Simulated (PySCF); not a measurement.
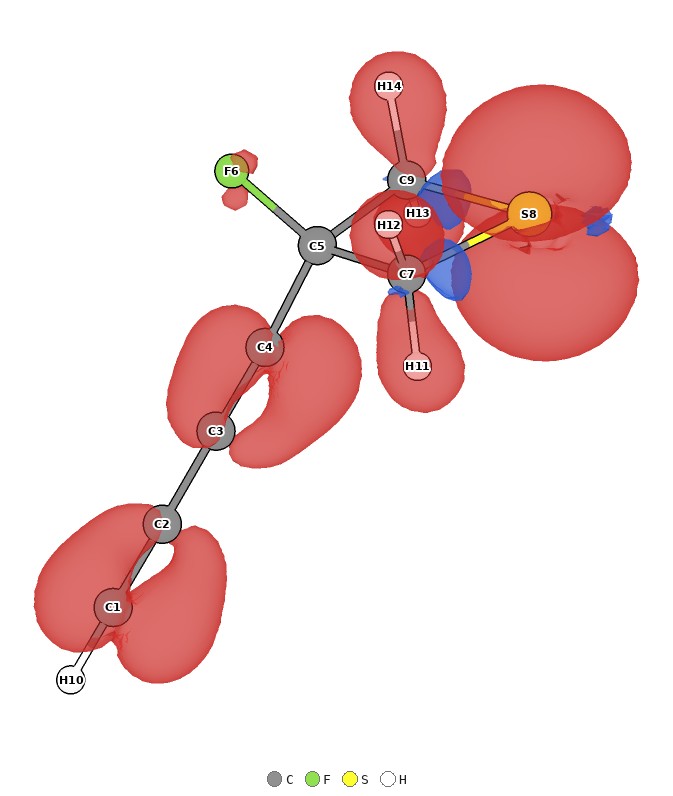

The picture shows: C₇H₅FS (SMILES C#CC#CC1(F)C[S+]C1) (charge +1, doublet). Isosurfaces of the spin density (α minus β) at +0.015 (red) and −0.015 e/Å³ (blue), seen at an oblique angle.

Geometry: GFN2-xTB.

Computed with UKS B3LYP, pcH-1 on C F H S, non-relativistic, mean-field spin-orbit, GIAO in PySCF.

```yaml
atoms:
  - { symbol: C, position_ang: [-4.1495, 0.2331, 0.9063] }
  - { symbol: C, position_ang: [-2.9883, 0.0509, 0.6077] }
  - { symbol: C, position_ang: [-1.6999, -0.1636, 0.2735] }
  - { symbol: C, position_ang: [-0.5368, -0.3512, -0.0214] }
  - { symbol: C, position_ang: [0.8253, -0.6371, -0.4051] }
  - { symbol: F, position_ang: [0.8887, -1.8391, -1.0573] }
  - { symbol: C, position_ang: [1.5029, 0.4809, -1.2306] }
  - { symbol: S, position_ang: [2.7184, 0.8456, 0.0630] }
  - { symbol: C, position_ang: [1.8429, -0.5809, 0.7575] }
  - { symbol: H, position_ang: [-5.1571, 0.3938, 1.1675] }
  - { symbol: H, position_ang: [0.8801, 1.3381, -1.4887] }
  - { symbol: H, position_ang: [1.9684, 0.0908, -2.1385] }
  - { symbol: H, position_ang: [1.4344, -0.3922, 1.7506] }
  - { symbol: H, position_ang: [2.4698, -1.4746, 0.7934] }
```

### Describe the spin distribution.

The unpaired spin (1 electron) lies mostly on S8 (about 0.6), C1 (about 0.1) and C4 (about 0.1), in electrons by Hirshfeld's partition.
